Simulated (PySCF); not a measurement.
**[Cu(OH)4]2- (CuH₄O₄, charge −2, doublet): what the electrons do**

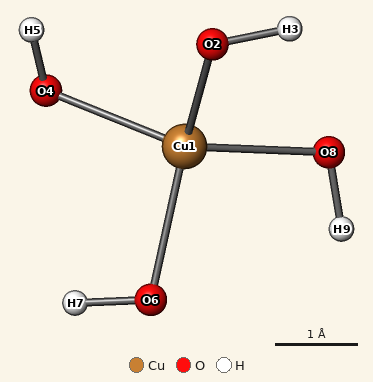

The molecule, with its atoms numbered as below. No frequency check shows the geometry to be a minimum.

Coordinates in Å:

```
Cu1     -0.0002   -0.0002   -0.0067
O2       0.2771    1.7471    0.7357
H3       1.2016    1.9476    0.5556
O4      -1.7472    0.2775   -0.7306
H5      -1.9651    1.1872   -0.4997
O6      -0.2768   -1.7468    0.7357
H7      -1.2013   -1.9473    0.5556
O8       1.7475   -0.2772   -0.7306
H9       1.9655   -1.1869   -0.4997
```

Part 1: Bonding charge

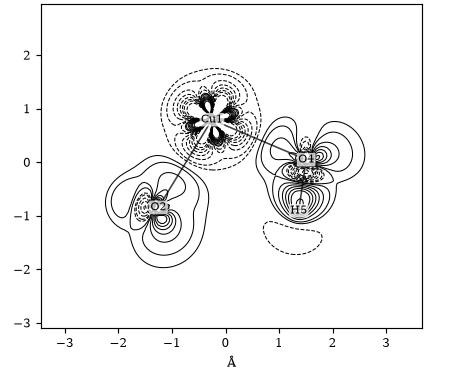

Deformation density (molecule less spherical, spin-averaged free atoms) in the plane of Cu1, O2, O4 and H5; contours at ±0.05 to ±0.8 e/Å³; solid lines: gain, dashed lines: loss.

Method: PBE0/def2-SVPD; geometry: GFN2-xTB; program: PySCF. The highest occupied orbitals have positive energy: in the gas phase this ion holds its electrons only through the finite basis. This is a single-reference result, which may miss multireference character in this system. The stability of the open-shell solution wasn't checked. GFN2-xTB doesn't know the spin state, so this open-shell geometry is rough.

> Describe the bonding that the map shows.

O4–H5: +0.82 e/Å³ at the bond critical point (bond length 0.96 Å). Cu1–O2: −0.02 e/Å³ at the bond critical point (bond length 1.92 Å); up to 0.6 Å beside the axis the gain reaches +0.21 e/Å³. Cu1–O4: −0.02 e/Å³ at the bond critical point (bond length 1.91 Å); up to 0.6 Å beside the axis the gain reaches +0.22 e/Å³. In all, 3.4 electrons gather in the regions of gain relative to the promolecule of neutral atoms (this includes the anion's extra charge). A small or negative value marks a very polar bond, one between electron-rich atoms, whose free-atom densities already overlap strongly, a long bond to a heavier atom, or a closed-shell contact such as a hydrogen bond.

> Where do the Hirshfeld charges lie?

The highest Hirshfeld charge is on Cu1 (+0.39 e), the lowest on O2, O4, O6 and O8 (−0.61 e).

```tsv
atom	charge (e)
Cu1	+0.39
O2	−0.61
H3	+0.01
O4	−0.61
H5	+0.01
O6	−0.61
H7	+0.01
O8	−0.61
H9	+0.01
```

Part 2: Electrostatic potential

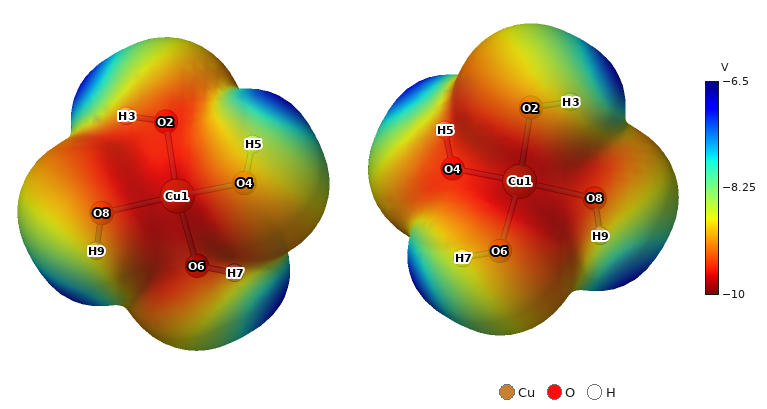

Electrostatic potential on the surface of electron density 0.001 a.u. (back view left, front view right).

> Where are the extremes of the potential on the surface?

Highest: −6.93 V, 1.3 Å from H5, and at like points elsewhere. Lowest: −9.81 V, 1.9 Å from O6, and at like points elsewhere. The surface is sampled at points, so like sites can differ by a few per cent and only the strongest of them is named.

Part 3: Spin density

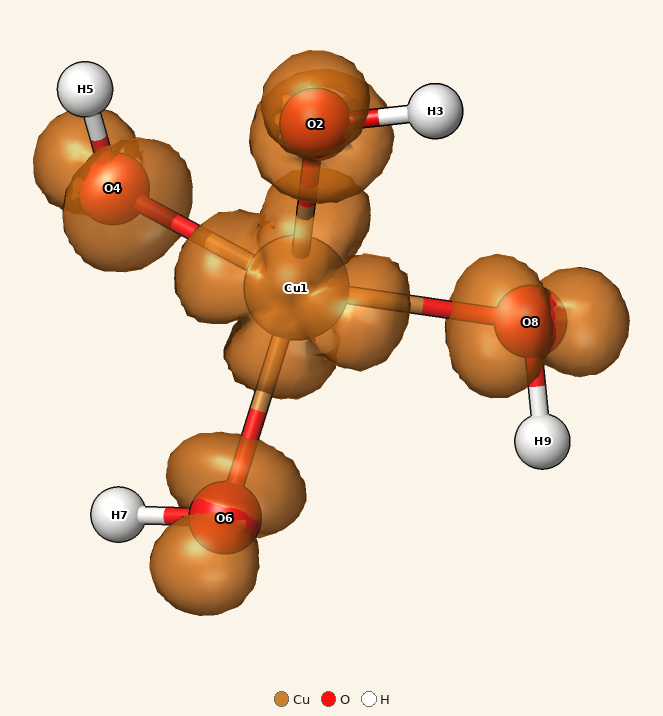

Spin density ρα − ρβ at ±0.02 e/Å³ (orange: excess α, blue: excess β).

> Where is the unpaired spin?

Hirshfeld spin populations: Cu1 +0.71 and O2, O4, O6 and O8 +0.07. ⟨S²⟩ = 0.75, as for a pure state.
